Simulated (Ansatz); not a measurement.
# H2Br (doublet): PBE, revPBE, r2SCAN over a scan of the distance H1–H2 along a hydrogen transfer, cc-pVTZ, part 1 of 2

How well do these functionals follow the top wave-function level for H2Br (doublet) over a scan of the distance H1–H2 along a hydrogen transfer?

Program: Ansatz 0.2.0, Gaussian basis. Level of theory: cc-pVTZ, all electrons in the functionals. These are calculated values, not measurements.

Plan: PBE, revPBE, r2SCAN, at 0.693 Å; 0.745 Å; 0.831 Å; 0.918 Å; 1.004 Å; 1.090 Å; 1.176 Å; 1.263 Å; 1.349 Å.

7 further runs of the same task are left out: 1 for a mislabelled method, 4 that didn't finish, 2 set aside as unsound or not needed.

## 1. The geometry

The geometry derives from fragments relaxed apart (PBE0/def2-TZVP) and kept rigid, so it is no stationary point. A hydrogen atom is moved between rigid fragments. No spin-orbit coupling is included. The filled d shell of Br may be among the frozen orbitals whatever the setting's name suggests; the logs give the count.

3 atoms, charge 0, spin multiplicity 2.

Atoms are counted from 1 here; the program's logs count them from 0.

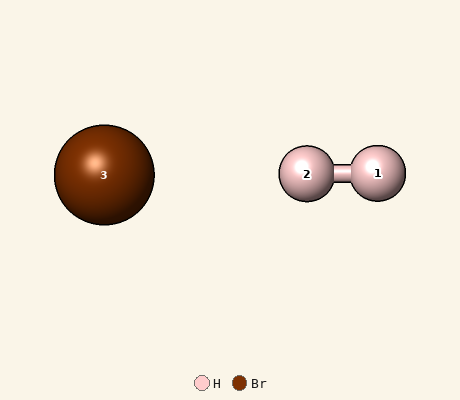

The structure; hydrogen pink, bromine brown; atoms are numbered from 1 in the order of the file.

No dispersion term is added.

The geometry shown and the zero of energy belong to the point 0.745 Å. The yardstick, UCCSDT(Q), and other wave-function levels (R restricted, U unrestricted, valence and pair active spaces) come from earlier runs.

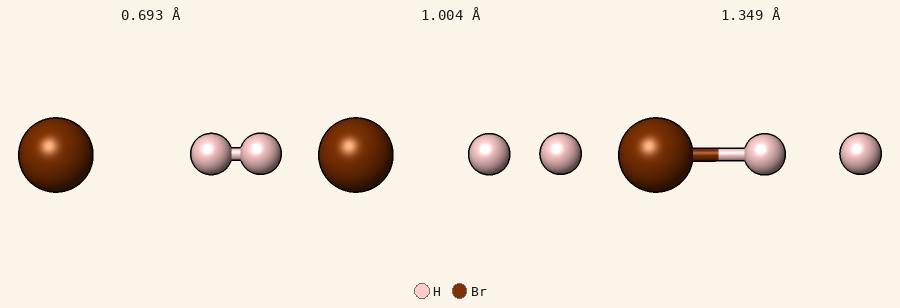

Three points of the scan; sticks are drawn by distance.

## 2. PBE, 0.693 Å

in.yaml reads:

```yaml
crystal:
  periodic: [false, false, false]
  atoms:
    - {symbol: H, position_ang: [0.000000, 0.000000, -1.190667]}
    - {symbol: H, position_ang: [0.000000, 0.000000, -0.497667]}
    - {symbol: Br, position_ang: [0.000000, 0.000000, 1.688333]}
basis:
  gaussian: {orbitals: cc-pVTZ}
magnetization: {spin_polarized: true, initial_magnetization: 1}
hamiltonian: {xc: {name: PBE}}
output: {orbitals: {seedname: orbitals}}
```

Run with:

```
$ ansatz run in.yaml --threads 1 --pin off --events-out ev --progress --plain --max-ram 2393MiB
```

The log of the run (excerpt; [...] marks lines left out):

```text
Functional definition: PBE
  name "PBE"
  cite "Perdew, Burke & Ernzerhof, Phys. Rev. Lett. 77, 3865 (1996) doi:10.1103/PhysRevLett.77.3865"
  parent pbe
[...]
494 factors; their error is unknown
[...]
mean field -70067.43735250 eV, -2574.9308292895 hartree, gradient 3.2e-6 eV, S^2 0.752263; 4 other end points of the search recorded, 0 dependent functions left out
reference -70067.43737894 eV, -2574.9308302614 hartree; 19, 18 occupied and 52, 53 virtual orbitals, 494 factors
Total energy: -70067.43737894 eV, -2574.9308302614 hartree
```

It took 3.2 s on 1 thread of Arm Neoverse V1, shared host.

From the report: ⟨S²⟩ of the determinant 0.752 (pure doublet: 0.75).

## 3. PBE, 0.745 Å

in.yaml reads:

```yaml
crystal:
  periodic: [false, false, false]
  atoms:
    - {symbol: H, position_ang: [0.000000, 0.000000, -1.208000]}
    - {symbol: H, position_ang: [0.000000, 0.000000, -0.463000]}
    - {symbol: Br, position_ang: [0.000000, 0.000000, 1.671000]}
basis:
  gaussian: {orbitals: cc-pVTZ}
magnetization: {spin_polarized: true, initial_magnetization: 1}
hamiltonian: {xc: {name: PBE}}
output: {orbitals: {seedname: orbitals}}
```

Launched as before.

The log of the run (excerpt; [...] marks lines left out):

```text
Functional definition: PBE
  name "PBE"
  cite "Perdew, Burke & Ernzerhof, Phys. Rev. Lett. 77, 3865 (1996) doi:10.1103/PhysRevLett.77.3865"
  parent pbe
[...]
494 factors; their error is unknown
[...]
mean field -70067.52838753 eV, -2574.9341747653 hartree, gradient 7.8e-6 eV, S^2 0.752457; 4 other end points of the search recorded, 0 dependent functions left out
reference -70067.52841434 eV, -2574.9341757503 hartree; 19, 18 occupied and 52, 53 virtual orbitals, 494 factors
Total energy: -70067.52841434 eV, -2574.9341757503 hartree
```

Run time: 3.3 s. Hardware: 1 thread of Arm Neoverse V1, shared host.

From the report: ⟨S²⟩ of the determinant 0.752 (pure doublet: 0.75).

## 4. PBE, 0.831 Å

in.yaml reads:

```yaml
crystal:
  periodic: [false, false, false]
  atoms:
    - {symbol: H, position_ang: [0.000000, 0.000000, -1.236667]}
    - {symbol: H, position_ang: [0.000000, 0.000000, -0.405667]}
    - {symbol: Br, position_ang: [0.000000, 0.000000, 1.642333]}
basis:
  gaussian: {orbitals: cc-pVTZ}
magnetization: {spin_polarized: true, initial_magnetization: 1}
hamiltonian: {xc: {name: PBE}}
output: {orbitals: {seedname: orbitals}}
```

Launched as before.

The log of the run (excerpt; [...] marks lines left out):

```text
Functional definition: PBE
  name "PBE"
  cite "Perdew, Burke & Ernzerhof, Phys. Rev. Lett. 77, 3865 (1996) doi:10.1103/PhysRevLett.77.3865"
  parent pbe
[...]
494 factors; their error is unknown
[...]
mean field -70067.50310634 eV, -2574.9332456986 hartree, gradient 8.3e-6 eV, S^2 0.753169; 4 other end points of the search recorded, 0 dependent functions left out
reference -70067.50313387 eV, -2574.9332467103 hartree; 19, 18 occupied and 52, 53 virtual orbitals, 494 factors
Total energy: -70067.50313387 eV, -2574.9332467103 hartree
```

Run time: 3.3 s. Hardware: 1 thread of Arm Neoverse V1, shared host.

From the report: ⟨S²⟩ of the determinant 0.753 (pure doublet: 0.75).

From 0.745 Å: +2.4 kJ/mol.

## 5. PBE, 0.918 Å

in.yaml reads:

```yaml
crystal:
  periodic: [false, false, false]
  atoms:
    - {symbol: H, position_ang: [0.000000, 0.000000, -1.265667]}
    - {symbol: H, position_ang: [0.000000, 0.000000, -0.347667]}
    - {symbol: Br, position_ang: [0.000000, 0.000000, 1.613333]}
basis:
  gaussian: {orbitals: cc-pVTZ}
magnetization: {spin_polarized: true, initial_magnetization: 1}
hamiltonian: {xc: {name: PBE}}
output: {orbitals: {seedname: orbitals}}
```

Launched as before.

The log of the run (excerpt; [...] marks lines left out):

```text
Functional definition: PBE
  name "PBE"
  cite "Perdew, Burke & Ernzerhof, Phys. Rev. Lett. 77, 3865 (1996) doi:10.1103/PhysRevLett.77.3865"
  parent pbe
[...]
494 factors; their error is unknown
[...]
mean field -70067.36402968 eV, -2574.9281347257 hartree, gradient 1.0e-5 eV, S^2 0.754641; 4 other end points of the search recorded, 0 dependent functions left out
reference -70067.36405806 eV, -2574.9281357685 hartree; 19, 18 occupied and 52, 53 virtual orbitals, 494 factors
Total energy: -70067.36405806 eV, -2574.9281357685 hartree
```

Run time: 2.5 s. Hardware: 1 thread of Arm Neoverse V1, shared host.

From the report: ⟨S²⟩ of the determinant 0.755 (pure doublet: 0.75).

From 0.745 Å: +15.9 kJ/mol.

## 6. PBE, 1.004 Å

in.yaml reads:

```yaml
crystal:
  periodic: [false, false, false]
  atoms:
    - {symbol: H, position_ang: [0.000000, 0.000000, -1.294333]}
    - {symbol: H, position_ang: [0.000000, 0.000000, -0.290333]}
    - {symbol: Br, position_ang: [0.000000, 0.000000, 1.584667]}
basis:
  gaussian: {orbitals: cc-pVTZ}
magnetization: {spin_polarized: true, initial_magnetization: 1}
hamiltonian: {xc: {name: PBE}}
output: {orbitals: {seedname: orbitals}}
```

Launched as before.

The log of the run (excerpt; [...] marks lines left out):

```text
Functional definition: PBE
  name "PBE"
  cite "Perdew, Burke & Ernzerhof, Phys. Rev. Lett. 77, 3865 (1996) doi:10.1103/PhysRevLett.77.3865"
  parent pbe
[...]
494 factors; their error is unknown
[...]
mean field -70067.20235710 eV, -2574.9221933678 hartree, gradient 4.0e-5 eV, S^2 0.756765; 4 other end points of the search recorded, 0 dependent functions left out
reference -70067.20238627 eV, -2574.9221944400 hartree; 19, 18 occupied and 52, 53 virtual orbitals, 494 factors
Total energy: -70067.20238627 eV, -2574.9221944400 hartree
```

It took 2.3 s on 1 thread of Arm Neoverse V1, shared host.

From the report: ⟨S²⟩ of the determinant 0.757 (pure doublet: 0.75).

From 0.745 Å: +31.5 kJ/mol.

## 7. PBE, 1.090 Å

in.yaml reads:

```yaml
crystal:
  periodic: [false, false, false]
  atoms:
    - {symbol: H, position_ang: [0.000000, 0.000000, -1.323000]}
    - {symbol: H, position_ang: [0.000000, 0.000000, -0.233000]}
    - {symbol: Br, position_ang: [0.000000, 0.000000, 1.556000]}
basis:
  gaussian: {orbitals: cc-pVTZ}
magnetization: {spin_polarized: true, initial_magnetization: 1}
hamiltonian: {xc: {name: PBE}}
output: {orbitals: {seedname: orbitals}}
```

Launched as before.

The log of the run (excerpt; [...] marks lines left out):

```text
Functional definition: PBE
  name "PBE"
  cite "Perdew, Burke & Ernzerhof, Phys. Rev. Lett. 77, 3865 (1996) doi:10.1103/PhysRevLett.77.3865"
  parent pbe
[...]
494 factors; their error is unknown
[...]
mean field -70067.07633985 eV, -2574.9175623194 hartree, gradient 5.9e-6 eV, S^2 0.758473; 4 other end points of the search recorded, 0 dependent functions left out
reference -70067.07636952 eV, -2574.9175634096 hartree; 19, 18 occupied and 52, 53 virtual orbitals, 494 factors
Total energy: -70067.07636952 eV, -2574.9175634096 hartree
```

Wall time 2.3 s (1 thread of Arm Neoverse V1, shared host).

From the report: ⟨S²⟩ of the determinant 0.758 (pure doublet: 0.75).

From 0.745 Å: +43.6 kJ/mol.

## 8. PBE, 1.176 Å

in.yaml reads:

```yaml
crystal:
  periodic: [false, false, false]
  atoms:
    - {symbol: H, position_ang: [0.000000, 0.000000, -1.351667]}
    - {symbol: H, position_ang: [0.000000, 0.000000, -0.175667]}
    - {symbol: Br, position_ang: [0.000000, 0.000000, 1.527333]}
basis:
  gaussian: {orbitals: cc-pVTZ}
magnetization: {spin_polarized: true, initial_magnetization: 1}
hamiltonian: {xc: {name: PBE}}
output: {orbitals: {seedname: orbitals}}
```

Same command.

The log of the run (excerpt; [...] marks lines left out):

```text
Functional definition: PBE
  name "PBE"
  cite "Perdew, Burke & Ernzerhof, Phys. Rev. Lett. 77, 3865 (1996) doi:10.1103/PhysRevLett.77.3865"
  parent pbe
[...]
494 factors; their error is unknown
[...]
mean field -70067.01652631 eV, -2574.9153642122 hartree, gradient 1.6e-5 eV, S^2 0.758246; 3 other end points of the search recorded, 0 dependent functions left out
reference -70067.01655605 eV, -2574.9153653051 hartree; 19, 18 occupied and 52, 53 virtual orbitals, 494 factors
Total energy: -70067.01655605 eV, -2574.9153653051 hartree
```

Run time: 2.2 s. Hardware: 1 thread of Arm Neoverse V1, shared host.

From the report: ⟨S²⟩ of the determinant 0.758 (pure doublet: 0.75).

From 0.745 Å: +49.4 kJ/mol.

## 9. PBE, 1.263 Å

in.yaml reads:

```yaml
crystal:
  periodic: [false, false, false]
  atoms:
    - {symbol: H, position_ang: [0.000000, 0.000000, -1.380667]}
    - {symbol: H, position_ang: [0.000000, 0.000000, -0.117667]}
    - {symbol: Br, position_ang: [0.000000, 0.000000, 1.498333]}
basis:
  gaussian: {orbitals: cc-pVTZ}
magnetization: {spin_polarized: true, initial_magnetization: 1}
hamiltonian: {xc: {name: PBE}}
output: {orbitals: {seedname: orbitals}}
```

Same command.

The log of the run (excerpt; [...] marks lines left out):

```text
Functional definition: PBE
  name "PBE"
  cite "Perdew, Burke & Ernzerhof, Phys. Rev. Lett. 77, 3865 (1996) doi:10.1103/PhysRevLett.77.3865"
  parent pbe
[...]
494 factors; their error is unknown
[...]
mean field -70067.01844406 eV, -2574.9154346885 hartree, gradient 1.3e-5 eV, S^2 0.756127; 3 other end points of the search recorded, 0 dependent functions left out
reference -70067.01847362 eV, -2574.9154357746 hartree; 19, 18 occupied and 52, 53 virtual orbitals, 494 factors
Total energy: -70067.01847362 eV, -2574.9154357746 hartree
```

Wall time 2.2 s (1 thread of Arm Neoverse V1, shared host).

From the report: ⟨S²⟩ of the determinant 0.756 (pure doublet: 0.75).

From 0.745 Å: +49.2 kJ/mol.

## 10. PBE, 1.349 Å

in.yaml reads:

```yaml
crystal:
  periodic: [false, false, false]
  atoms:
    - {symbol: H, position_ang: [0.000000, 0.000000, -1.409333]}
    - {symbol: H, position_ang: [0.000000, 0.000000, -0.060333]}
    - {symbol: Br, position_ang: [0.000000, 0.000000, 1.469667]}
basis:
  gaussian: {orbitals: cc-pVTZ}
magnetization: {spin_polarized: true, initial_magnetization: 1}
hamiltonian: {xc: {name: PBE}}
output: {orbitals: {seedname: orbitals}}
```

Launched as before.

The log of the run (excerpt; [...] marks lines left out):

```text
Functional definition: PBE
  name "PBE"
  cite "Perdew, Burke & Ernzerhof, Phys. Rev. Lett. 77, 3865 (1996) doi:10.1103/PhysRevLett.77.3865"
  parent pbe
[...]
494 factors; their error is unknown
[...]
mean field -70067.04301753 eV, -2574.9163377465 hartree, gradient 2.0e-5 eV, S^2 0.753722; 0 other end points of the search recorded, 0 dependent functions left out
reference -70067.04304685 eV, -2574.9163388242 hartree; 19, 18 occupied and 52, 53 virtual orbitals, 494 factors
Total energy: -70067.04304685 eV, -2574.9163388242 hartree
```

It took 1.2 s on 1 thread of Arm Neoverse V1, shared host.

From the report: ⟨S²⟩ of the determinant 0.754 (pure doublet: 0.75).

From 0.745 Å: +46.8 kJ/mol.

## 11. revPBE, 0.693 Å

in.yaml reads:

```yaml
crystal:
  periodic: [false, false, false]
  atoms:
    - {symbol: H, position_ang: [0.000000, 0.000000, -1.190667]}
    - {symbol: H, position_ang: [0.000000, 0.000000, -0.497667]}
    - {symbol: Br, position_ang: [0.000000, 0.000000, 1.688333]}
basis:
  gaussian: {orbitals: cc-pVTZ}
magnetization: {spin_polarized: true, initial_magnetization: 1}
hamiltonian: {xc: {name: revPBE}}
```

The command is unchanged.

The log of the run (excerpt; [...] marks lines left out):

```text
Functional definition: revPBE
  name "revPBE"
  cite "Zhang & Yang, Phys. Rev. Lett. 80, 890 (1998) doi:10.1103/PhysRevLett.80.890"
  cite "Perdew, Burke & Ernzerhof, Phys. Rev. Lett. 77, 3865 (1996) doi:10.1103/PhysRevLett.77.3865"
[...]
494 factors; their error is unknown
[...]
mean field -70072.24826449 eV, -2575.1076270444 hartree, gradient 3.1e-6 eV, S^2 0.752559; 4 other end points of the search recorded, 0 dependent functions left out
reference -70072.24829763 eV, -2575.1076282622 hartree; 19, 18 occupied and 52, 53 virtual orbitals, 494 factors
Total energy: -70072.24829763 eV, -2575.1076282622 hartree
```

Wall time 3.3 s (1 thread of Arm Neoverse V1, shared host).

From the report: ⟨S²⟩ of the determinant 0.753 (pure doublet: 0.75).

## 12. revPBE, 0.745 Å

in.yaml reads:

```yaml
crystal:
  periodic: [false, false, false]
  atoms:
    - {symbol: H, position_ang: [0.000000, 0.000000, -1.208000]}
    - {symbol: H, position_ang: [0.000000, 0.000000, -0.463000]}
    - {symbol: Br, position_ang: [0.000000, 0.000000, 1.671000]}
basis:
  gaussian: {orbitals: cc-pVTZ}
magnetization: {spin_polarized: true, initial_magnetization: 1}
hamiltonian: {xc: {name: revPBE}}
```

The command is unchanged.

The log of the run (excerpt; [...] marks lines left out):

```text
Functional definition: revPBE
  name "revPBE"
  cite "Zhang & Yang, Phys. Rev. Lett. 80, 890 (1998) doi:10.1103/PhysRevLett.80.890"
  cite "Perdew, Burke & Ernzerhof, Phys. Rev. Lett. 77, 3865 (1996) doi:10.1103/PhysRevLett.77.3865"
[...]
494 factors; their error is unknown
[...]
mean field -70072.32719932 eV, -2575.1105278456 hartree, gradient 7.7e-6 eV, S^2 0.752749; 4 other end points of the search recorded, 0 dependent functions left out
reference -70072.32723290 eV, -2575.1105290796 hartree; 19, 18 occupied and 52, 53 virtual orbitals, 494 factors
Total energy: -70072.32723290 eV, -2575.1105290796 hartree
```

Wall time 3.4 s (1 thread of Arm Neoverse V1, shared host).

From the report: ⟨S²⟩ of the determinant 0.753 (pure doublet: 0.75).

## 13. revPBE, 0.831 Å

in.yaml reads:

```yaml
crystal:
  periodic: [false, false, false]
  atoms:
    - {symbol: H, position_ang: [0.000000, 0.000000, -1.236667]}
    - {symbol: H, position_ang: [0.000000, 0.000000, -0.405667]}
    - {symbol: Br, position_ang: [0.000000, 0.000000, 1.642333]}
basis:
  gaussian: {orbitals: cc-pVTZ}
magnetization: {spin_polarized: true, initial_magnetization: 1}
hamiltonian: {xc: {name: revPBE}}
```

The command is unchanged.

The log of the run (excerpt; [...] marks lines left out):

```text
Functional definition: revPBE
  name "revPBE"
  cite "Zhang & Yang, Phys. Rev. Lett. 80, 890 (1998) doi:10.1103/PhysRevLett.80.890"
  cite "Perdew, Burke & Ernzerhof, Phys. Rev. Lett. 77, 3865 (1996) doi:10.1103/PhysRevLett.77.3865"
[...]
494 factors; their error is unknown
[...]
mean field -70072.28298576 eV, -2575.1089030272 hartree, gradient 9.5e-6 eV, S^2 0.753468; 4 other end points of the search recorded, 0 dependent functions left out
reference -70072.28302020 eV, -2575.1089042930 hartree; 19, 18 occupied and 52, 53 virtual orbitals, 494 factors
Total energy: -70072.28302020 eV, -2575.1089042930 hartree
```

Wall time 3.4 s (1 thread of Arm Neoverse V1, shared host).

From the report: ⟨S²⟩ of the determinant 0.753 (pure doublet: 0.75).

From 0.745 Å: +4.3 kJ/mol.

## 14. revPBE, 0.918 Å

in.yaml reads:

```yaml
crystal:
  periodic: [false, false, false]
  atoms:
    - {symbol: H, position_ang: [0.000000, 0.000000, -1.265667]}
    - {symbol: H, position_ang: [0.000000, 0.000000, -0.347667]}
    - {symbol: Br, position_ang: [0.000000, 0.000000, 1.613333]}
basis:
  gaussian: {orbitals: cc-pVTZ}
magnetization: {spin_polarized: true, initial_magnetization: 1}
hamiltonian: {xc: {name: revPBE}}
```

Launched as before.

The log of the run (excerpt; [...] marks lines left out):

```text
Functional definition: revPBE
  name "revPBE"
  cite "Zhang & Yang, Phys. Rev. Lett. 80, 890 (1998) doi:10.1103/PhysRevLett.80.890"
  cite "Perdew, Burke & Ernzerhof, Phys. Rev. Lett. 77, 3865 (1996) doi:10.1103/PhysRevLett.77.3865"
[...]
494 factors; their error is unknown
[...]
mean field -70072.12620887 eV, -2575.1031415828 hartree, gradient 8.2e-6 eV, S^2 0.754980; 4 other end points of the search recorded, 0 dependent functions left out
reference -70072.12624431 eV, -2575.1031428853 hartree; 19, 18 occupied and 52, 53 virtual orbitals, 494 factors
Total energy: -70072.12624431 eV, -2575.1031428853 hartree
```

Run time: 2.7 s. Hardware: 1 thread of Arm Neoverse V1, shared host.

From the report: ⟨S²⟩ of the determinant 0.755 (pure doublet: 0.75).

From 0.745 Å: +19.4 kJ/mol.

## 15. revPBE, 1.004 Å

in.yaml reads:

```yaml
crystal:
  periodic: [false, false, false]
  atoms:
    - {symbol: H, position_ang: [0.000000, 0.000000, -1.294333]}
    - {symbol: H, position_ang: [0.000000, 0.000000, -0.290333]}
    - {symbol: Br, position_ang: [0.000000, 0.000000, 1.584667]}
basis:
  gaussian: {orbitals: cc-pVTZ}
magnetization: {spin_polarized: true, initial_magnetization: 1}
hamiltonian: {xc: {name: revPBE}}
```

Launched as before.

The log of the run (excerpt; [...] marks lines left out):

```text
Functional definition: revPBE
  name "revPBE"
  cite "Zhang & Yang, Phys. Rev. Lett. 80, 890 (1998) doi:10.1103/PhysRevLett.80.890"
  cite "Perdew, Burke & Ernzerhof, Phys. Rev. Lett. 77, 3865 (1996) doi:10.1103/PhysRevLett.77.3865"
[...]
494 factors; their error is unknown
[...]
mean field -70071.94873034 eV, -2575.0966193672 hartree, gradient 2.9e-5 eV, S^2 0.757194; 4 other end points of the search recorded, 0 dependent functions left out
reference -70071.94876673 eV, -2575.0966207047 hartree; 19, 18 occupied and 52, 53 virtual orbitals, 494 factors
Total energy: -70071.94876673 eV, -2575.0966207047 hartree
```

Wall time 2.4 s (1 thread of Arm Neoverse V1, shared host).

From the report: ⟨S²⟩ of the determinant 0.757 (pure doublet: 0.75).

From 0.745 Å: +36.5 kJ/mol.

## 16. revPBE, 1.090 Å

in.yaml reads:

```yaml
crystal:
  periodic: [false, false, false]
  atoms:
    - {symbol: H, position_ang: [0.000000, 0.000000, -1.323000]}
    - {symbol: H, position_ang: [0.000000, 0.000000, -0.233000]}
    - {symbol: Br, position_ang: [0.000000, 0.000000, 1.556000]}
basis:
  gaussian: {orbitals: cc-pVTZ}
magnetization: {spin_polarized: true, initial_magnetization: 1}
hamiltonian: {xc: {name: revPBE}}
```

The command is unchanged.

The log of the run (excerpt; [...] marks lines left out):

```text
Functional definition: revPBE
  name "revPBE"
  cite "Zhang & Yang, Phys. Rev. Lett. 80, 890 (1998) doi:10.1103/PhysRevLett.80.890"
  cite "Perdew, Burke & Ernzerhof, Phys. Rev. Lett. 77, 3865 (1996) doi:10.1103/PhysRevLett.77.3865"
[...]
494 factors; their error is unknown
[...]
mean field -70071.80907412 eV, -2575.0914870957 hartree, gradient 7.4e-6 eV, S^2 0.759006; 4 other end points of the search recorded, 0 dependent functions left out
reference -70071.80911114 eV, -2575.0914884563 hartree; 19, 18 occupied and 52, 53 virtual orbitals, 494 factors
Total energy: -70071.80911114 eV, -2575.0914884563 hartree
```

Wall time 2.4 s (1 thread of Arm Neoverse V1, shared host).

From the report: ⟨S²⟩ of the determinant 0.759 (pure doublet: 0.75).

From 0.745 Å: +50.0 kJ/mol.

## 17. revPBE, 1.176 Å

in.yaml reads:

```yaml
crystal:
  periodic: [false, false, false]
  atoms:
    - {symbol: H, position_ang: [0.000000, 0.000000, -1.351667]}
    - {symbol: H, position_ang: [0.000000, 0.000000, -0.175667]}
    - {symbol: Br, position_ang: [0.000000, 0.000000, 1.527333]}
basis:
  gaussian: {orbitals: cc-pVTZ}
magnetization: {spin_polarized: true, initial_magnetization: 1}
hamiltonian: {xc: {name: revPBE}}
```

Launched as before.

The log of the run (excerpt; [...] marks lines left out):

```text
Functional definition: revPBE
  name "revPBE"
  cite "Zhang & Yang, Phys. Rev. Lett. 80, 890 (1998) doi:10.1103/PhysRevLett.80.890"
  cite "Perdew, Burke & Ernzerhof, Phys. Rev. Lett. 77, 3865 (1996) doi:10.1103/PhysRevLett.77.3865"
[...]
494 factors; their error is unknown
[...]
mean field -70071.73840886 eV, -2575.0888901954 hartree, gradient 1.8e-5 eV, S^2 0.758806; 3 other end points of the search recorded, 0 dependent functions left out
reference -70071.73844603 eV, -2575.0888915614 hartree; 19, 18 occupied and 52, 53 virtual orbitals, 494 factors
Total energy: -70071.73844603 eV, -2575.0888915614 hartree
```

Run time: 2.2 s. Hardware: 1 thread of Arm Neoverse V1, shared host.

From the report: ⟨S²⟩ of the determinant 0.759 (pure doublet: 0.75).

From 0.745 Å: +56.8 kJ/mol.

(Continued in part 2 of 2.)
